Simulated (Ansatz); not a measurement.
# Run report: BNH4Cl2, geometry relaxation

BNH4Cl2, computed with RKS PBE/def2-SVP (Ansatz 0.2.0).

It belongs to a series of runs on one base structure; here: end point A relaxed. Figures and captions count atoms from 1; the log counts them from 0 in places.

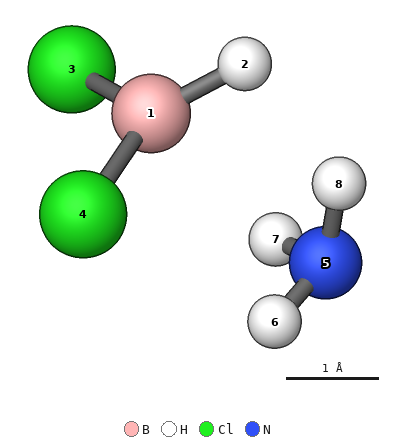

The starting structure (ball-and-stick view, seen at a tilt; atoms are numbered from 1 in the order of the input). Bond lengths as drawn: B–Cl 1.76 Å, B–H 1.20 Å and H–N 1.03 to 1.04 Å.

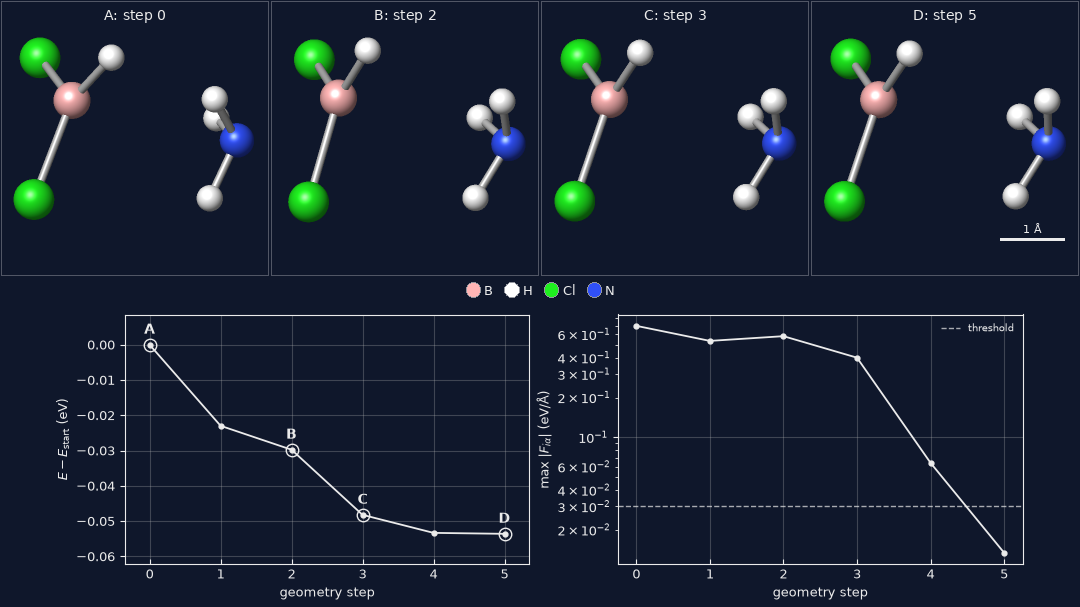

Frames of the relaxation (ball-and-stick view, seen at a tilt) above the curves, on which the letters mark them (the first geometry is step 0 here and step 1 in the log).

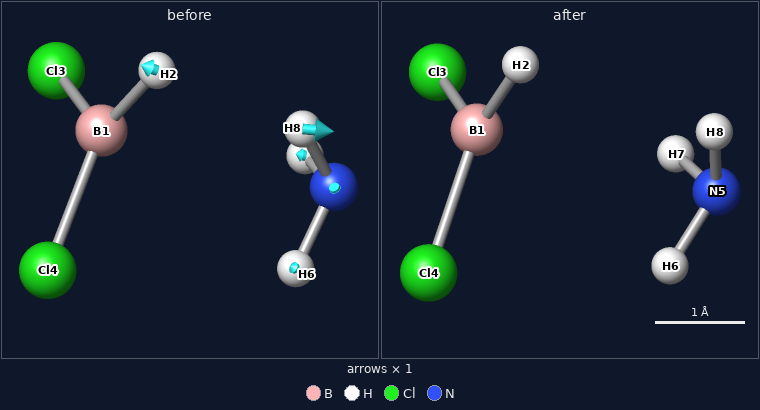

Before (left) and after (right) the relaxation, at one scale (ball-and-stick view, seen at a tilt). The teal arrows give the displacements, at true length. The energy falls by 0.054 eV in 5 geometry steps. The largest force component goes from 0.7 to 0.013 eV/Å. The atom that moves furthest after the best rigid fit is H8 (0.36 Å). By element the largest moves are H 0.36 Å, N 0.08 Å, Cl 0.05 Å, B 0.05 Å. Distances before and after: N5–H8 1.042 → 1.025 Å, B1–H2 1.198 → 1.207 Å. (Atoms are counted from 1 in the order of the input.)

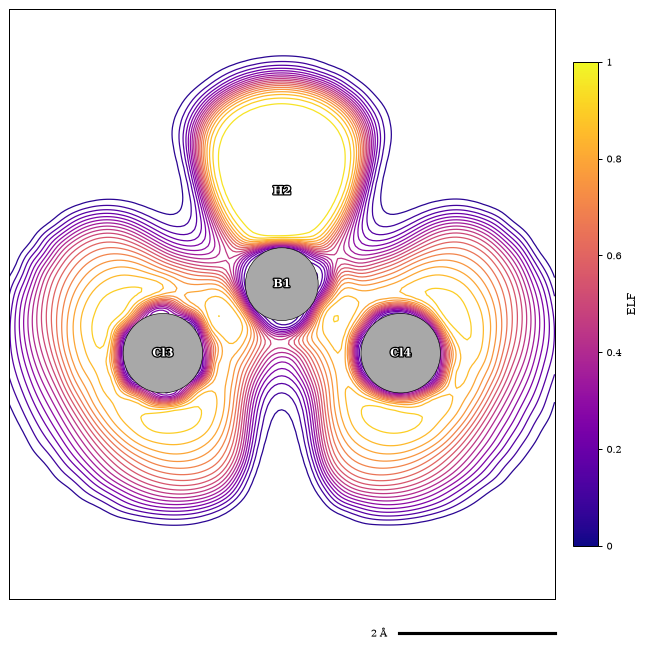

ELF on the plane of atoms Cl3, B1 and Cl4. Grey discs, where drawn, cover atomic cores. Atoms in the plane: B, H and Cl.

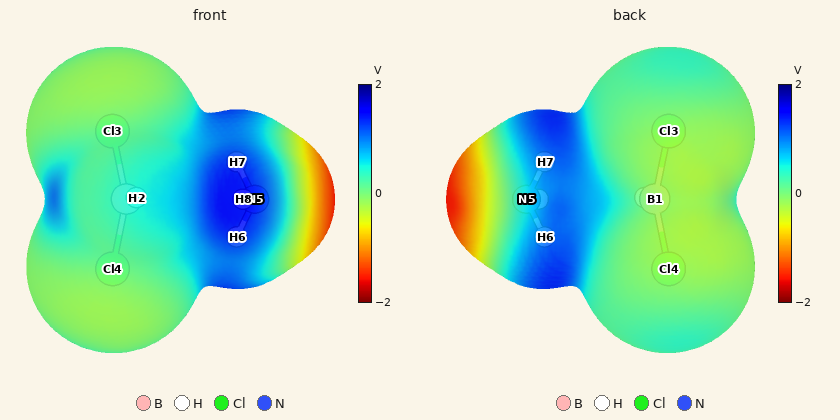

The molecular electrostatic potential painted on the density surface at 0.002 e/bohr³, seen face on and from behind; red is negative and blue positive. A positive charge is drawn to the negative regions and a negative charge to the positive ones.

The input that produced these results follows, with the program's output.

### Input
```yaml
crystal:
  periodic: [false, false, false]
  atoms:
    - { symbol: B, position_ang: [0.00901, 0.218724, -0.030036] }
    - { symbol: H, position_ang: [-0.158687, 0.479556, 1.126842] }
    - { symbol: Cl, position_ang: [1.635001, 0.253771, -0.707377] }
    - { symbol: Cl, position_ang: [-1.383328, 0.032518, -1.091786] }
    - { symbol: "N", position_ang: [0.035328, -2.245301, 1.190558] }
    - { symbol: H, position_ang: [-0.667706, -2.360507, 0.452616] }
    - { symbol: H, position_ang: [0.961954, -2.226313, 0.750259] }
    - { symbol: H, position_ang: [-0.115772, -1.316047, 1.636326] }
basis:
  gaussian: { orbitals: def2-SVP }
hamiltonian:
  xc: pbe
relax:
  f_tol: 0.03
  max_steps: 50
output:
  orbitals: {}
```

Run as:
```bash
ansatz run input.yaml --threads 2 --pin off --max-ram 3072MiB --backend cpu --events-out ev --progress --plain --runs-dir out
```

### What the program printed
```
The last accepted step is kept in [file] (removed where the run ends without a failure and the disk answers)
Engine: ansatz 0.2.0, aarch64-unknown-linux-gnu
Functional definition: PBE
  parameter kappa = 0.804
  parameter beta = 0.06672455060314922
  exchange = pbe_x(kappa = kappa, mu = beta*pi^2/3)
  correlation = pbe_c(beta = beta)
948 factors; their error is unknown
mean field evaluation 1: about -27248.6932 eV, gradient 5.8e1 eV
mean field evaluation 2: about -27203.2001 eV, gradient 1.2e2 eV
mean field evaluation 4: about -27255.3407 eV, gradient 1.3e1 eV
mean field evaluation 8: about -27255.8814 eV, gradient 1.5e-1 eV
mean field evaluation 16: about -27255.8346 eV, gradient 2.6e-4 eV
mean field -27255.83461583 eV, -1001.6334474636 hartree, gradient 8.9e-6 eV, S^2 0.000000; 0 other end points of the search recorded, 0 dependent functions left out
the calculation of the forces begins
reference -27255.83464468 eV, -1001.6334485237 hartree; 25, 25 occupied and 59, 59 virtual orbitals, 948 factors
relax step   1: F+E_penalty+E_count = -27255.83461583 eV  Δ(F+E_penalty+E_count) = +0.000e0 eV  max|allowed force component| = 6.969e-1 eV/Å  Δτ_max = 0.0000 Å  (28 SCF iters, accepted)
these checks for a lower state are left out or cut short: starts, cluster_reference, orbital_swaps, neighbouring_geometries, increment
948 factors; their error is unknown
mean field -27255.85758799 eV, -1001.6342916748 hartree, gradient 1.1e-5 eV, S^2 0.000000; 0 other end points of the search recorded, 0 dependent functions left out
the calculation of the forces begins
reference -27255.85761737 eV, -1001.6342927546 hartree; 25, 25 occupied and 59, 59 virtual orbitals, 948 factors
relax step   2: F+E_penalty+E_count = -27255.85758799 eV  Δ(F+E_penalty+E_count) = -2.297e-2 eV  max|allowed force component| = 5.362e-1 eV/Å  Δτ_max = 0.1979 Å  (27 SCF iters, accepted)
these checks for a lower state are left out or cut short: starts, cluster_reference, orbital_swaps, neighbouring_geometries, increment
948 factors; their error is unknown
mean field evaluation 32: about -27255.8644 eV, gradient 7.1e-4 eV
mean field -27255.86437523 eV, -1001.6345411012 hartree, gradient 2.4e-5 eV, S^2 0.000000; 0 other end points of the search recorded, 0 dependent functions left out
the calculation of the forces begins
reference -27255.86440467 eV, -1001.6345421832 hartree; 25, 25 occupied and 59, 59 virtual orbitals, 948 factors
relax step   3: F+E_penalty+E_count = -27255.86437523 eV  Δ(F+E_penalty+E_count) = -6.787e-3 eV  max|allowed force component| = 5.822e-1 eV/Å  Δτ_max = 0.1139 Å  (34 SCF iters, accepted)
these checks for a lower state are left out or cut short: starts, cluster_reference, orbital_swaps, neighbouring_geometries, increment
948 factors; their error is unknown
mean field -27255.88282993 eV, -1001.6352192991 hartree, gradient 2.7e-5 eV, S^2 0.000000; 0 other end points of the search recorded, 0 dependent functions left out
the calculation of the forces begins
reference -27255.88285921 eV, -1001.6352203752 hartree; 25, 25 occupied and 59, 59 virtual orbitals, 948 factors
relax step   4: F+E_penalty+E_count = -27255.88282993 eV  Δ(F+E_penalty+E_count) = -1.845e-2 eV  max|allowed force component| = 4.004e-1 eV/Å  Δτ_max = 0.0620 Å  (27 SCF iters, accepted)
these checks for a lower state are left out or cut short: starts, cluster_reference, orbital_swaps, neighbouring_geometries, increment
948 factors; their error is unknown
mean field -27255.88793884 eV, -1001.6354070480 hartree, gradient 2.3e-5 eV, S^2 0.000000; 0 other end points of the search recorded, 0 dependent functions left out
the calculation of the forces begins
reference -27255.88796806 eV, -1001.6354081219 hartree; 25, 25 occupied and 59, 59 virtual orbitals, 948 factors
relax step   5: F+E_penalty+E_count = -27255.88793884 eV  Δ(F+E_penalty+E_count) = -5.109e-3 eV  max|allowed force component| = 6.414e-2 eV/Å  Δτ_max = 0.0454 Å  (28 SCF iters, accepted)
these checks for a lower state are left out or cut short: starts, cluster_reference, orbital_swaps, neighbouring_geometries, increment
948 factors; their error is unknown
mean field -27255.88820982 eV, -1001.6354170065 hartree, gradient 2.3e-5 eV, S^2 0.000000; 0 other end points of the search recorded, 0 dependent functions left out
the calculation of the forces begins
reference -27255.88823906 eV, -1001.6354180807 hartree; 25, 25 occupied and 59, 59 virtual orbitals, 948 factors
relax step   6: F+E_penalty+E_count = -27255.88820982 eV  Δ(F+E_penalty+E_count) = -2.710e-4 eV  max|allowed force component| = 1.341e-2 eV/Å  Δτ_max = 0.0114 Å  (28 SCF iters, accepted)
948 factors; their error is unknown
mean field evaluation 64: about -27255.9310 eV, gradient 1.6e-1 eV
mean field -27255.88820982 eV, -1001.6354170065 hartree, gradient 2.3e-5 eV, S^2 0.000000; 1 other end points of the search recorded, 0 dependent functions left out
the calculation of the forces begins
reference -27255.88823906 eV, -1001.6354180807 hartree; 25, 25 occupied and 59, 59 virtual orbitals, 948 factors
Total energy: -27255.88823906 eV, -1001.6354180807 hartree
Atom 0 at     0.013358     0.263056    -0.059189 Å, force     0.001102     0.003096    -0.010873 eV/Å
Atom 1 at    -0.167104     0.675085     1.061066 Å, force    -0.000228    -0.002189     0.002881 eV/Å
Atom 2 at     1.646529     0.222127    -0.720743 Å, force    -0.000590     0.000785     0.002504 eV/Å
Atom 3 at    -1.366692    -0.009738    -1.120950 Å, force    -0.000316     0.000860     0.001683 eV/Å
Atom 4 at     0.051345    -2.320653     1.156069 Å, force     0.004734     0.000619     0.013409 eV/Å
Atom 5 at    -0.689081    -2.273000     0.449395 Å, force    -0.000273     0.000868    -0.007372 eV/Å
Atom 6 at     0.949486    -2.125438     0.703059 Å, force     0.001026    -0.004001    -0.010109 eV/Å
Atom 7 at    -0.122040    -1.595037     1.858695 Å, force    -0.005455    -0.000038     0.007875 eV/Å
Dipole moment:    -0.013194     0.086928     0.042608 e Å
```

### Trajectory as extended XYZ (Å, eV, eV/Å), 6 frames, from step=1 to step=6
```
8
Properties=species:S:1:pos:R:3:forces:R:3 step=1 energy=-27255.83462
B     0.0090    0.2187   -0.0300    0.0590  -0.1565  -0.1971
H    -0.1587    0.4796    1.1268   -0.0397   0.3120   0.1664
Cl    1.6350    0.2538   -0.7074   -0.0086   0.0299  -0.0020
Cl   -1.3833    0.0325   -1.0918   -0.0100   0.0227  -0.0152
N     0.0353   -2.2453    1.1906   -0.0392   0.4903   0.2633
H    -0.6677   -2.3605    0.4526   -0.0043   0.0117  -0.0021
H     0.9620   -2.2263    0.7503   -0.0120  -0.0131  -0.0209
H    -0.1158   -1.3160    1.6363    0.0546  -0.6969  -0.1924
8
Properties=species:S:1:pos:R:3:forces:R:3 step=2 energy=-27255.85759
B     0.0139    0.2281   -0.0435   -0.0462   0.5362   0.1135
H    -0.1624    0.6713    1.0781    0.0381  -0.2613  -0.1342
Cl    1.6364    0.2776   -0.7282    0.0333  -0.1649   0.0295
Cl   -1.3757    0.0487   -1.1106   -0.0227  -0.1686   0.0137
N     0.0434   -2.3254    1.1931    0.0050   0.4863   0.0620
H    -0.6711   -2.3745    0.4560    0.0285   0.0097   0.0521
H     0.9603   -2.2250    0.7364   -0.1010  -0.0088   0.0587
H    -0.1291   -1.4644    1.7462    0.0650  -0.4286  -0.1952
8
Properties=species:S:1:pos:R:3:forces:R:3 step=3 energy=-27255.86438
B     0.0102    0.2899   -0.0366    0.0081  -0.1891   0.0640
H    -0.1667    0.7385    1.0838    0.0406  -0.0577  -0.2803
Cl    1.6492    0.1695   -0.6945   -0.1666   0.1272   0.0486
Cl   -1.3758   -0.0607   -1.0798    0.1238   0.1522   0.0793
N     0.0515   -2.3221    1.1460   -0.0132   0.5612   0.2304
H    -0.6745   -2.3023    0.4154    0.1210   0.0185   0.1689
H     0.9579   -2.1414    0.6857   -0.2504  -0.0300   0.1627
H    -0.1359   -1.5350    1.8074    0.1369  -0.5822  -0.4736
8
Properties=species:S:1:pos:R:3:forces:R:3 step=4 energy=-27255.88283
B     0.0134    0.2551   -0.0489   -0.0067   0.0878   0.0039
H    -0.1623    0.6778    1.0758    0.0246  -0.0802  -0.1391
Cl    1.6459    0.2176   -0.7236   -0.0916  -0.0102   0.0526
Cl   -1.3742   -0.0069   -1.1106    0.0749   0.0019   0.0713
N     0.0501   -2.3235    1.1621   -0.0135   0.4004   0.1553
H    -0.6767   -2.2967    0.4363    0.0415  -0.0064   0.0629
H     0.9547   -2.1371    0.7093   -0.0984  -0.0355   0.0591
H    -0.1350   -1.5498    1.8270    0.0692  -0.3577  -0.2661
8
Properties=species:S:1:pos:R:3:forces:R:3 step=5 energy=-27255.88794
B     0.0131    0.2637   -0.0589   -0.0020   0.0033   0.0235
H    -0.1660    0.6766    1.0608   -0.0026   0.0019   0.0147
Cl    1.6453    0.2226   -0.7191    0.0260  -0.0009  -0.0185
Cl   -1.3687   -0.0075   -1.1166   -0.0200  -0.0052  -0.0246
N     0.0514   -2.3163    1.1574   -0.0126  -0.0641  -0.0217
H    -0.6854   -2.2814    0.4466   -0.0117   0.0090   0.0016
H     0.9518   -2.1352    0.7045    0.0168   0.0236   0.0079
H    -0.1257   -1.5861    1.8527    0.0061   0.0325   0.0173
8
Properties=species:S:1:pos:R:3:forces:R:3 step=6 energy=-27255.88821
B     0.0134    0.2631   -0.0592    0.0011   0.0031  -0.0109
H    -0.1671    0.6751    1.0611   -0.0002  -0.0022   0.0029
Cl    1.6465    0.2221   -0.7207   -0.0006   0.0008   0.0025
Cl   -1.3667   -0.0097   -1.1209   -0.0003   0.0009   0.0017
N     0.0513   -2.3207    1.1561    0.0047   0.0006   0.0134
H    -0.6891   -2.2730    0.4494   -0.0003   0.0009  -0.0074
H     0.9495   -2.1254    0.7031    0.0010  -0.0040  -0.0101
H    -0.1220   -1.5950    1.8587   -0.0055   0.0000   0.0079
```

### Results in brief

| quantity | value |
| --- | --- |
| outcome | converged |
| total energy | −27255.8882 eV |
| mean-field energy | −27255.8882 eV |
| largest force (length of the vector) at the end | 0.014 eV/Å |
| hardware | 2 threads of Arm Neoverse V2, 24 GiB of memory available, shared host |
| wall time | 7.3 s (CPU time 14 s) |
| peak memory | 0.12 GiB |
